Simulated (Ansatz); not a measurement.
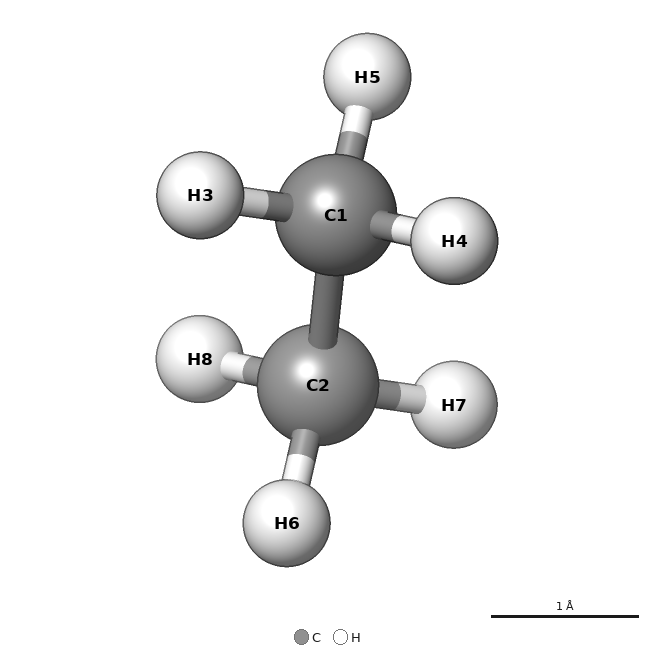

Source: calculation with Ansatz.

The atoms are numbered. Geometry: a fixed input geometry, not necessarily a minimum.

List the bonds and their lengths.

| bond | length (Å) | order |
| --- | --- | --- |
| C1–C2 | 1.531 | single |
| C1–H3 | 1.093 | single |
| C1–H4 | 1.093 | single |
| C1–H5 | 1.093 | single |
| C2–H6 | 1.093 | single |
| C2–H7 | 1.093 | single |
| C2–H8 | 1.093 | single |
